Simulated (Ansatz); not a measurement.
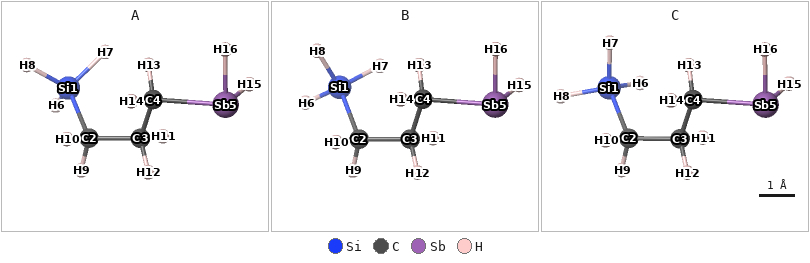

3 geometries from a converged minimum-energy path of C₃H₁₁SbSi, shuffled. Style: ball-and-stick. Shown at a tilt.

Computed with RKS B3LYP/def2-SVP (Ansatz). Settings: 7 movable images; climbing image; force threshold 0.05 eV/Å; iteration limit 24; starting path by image-dependent pair potential.

Q: Which frame is the top of the path?

A: A. In order along the path, whose images run from 0 to 8: C (image 0, 0.000 eV), A (image 4, +0.065 eV), B (image 6, +0.029 eV). The motion is a rotation about the Si1–C2 bond by about 120°. No bond forms or breaks between the ends.

The run took 7.4 min on 2 threads of Arm Neoverse N1, with other jobs on the host, peak memory 0.44 GiB.
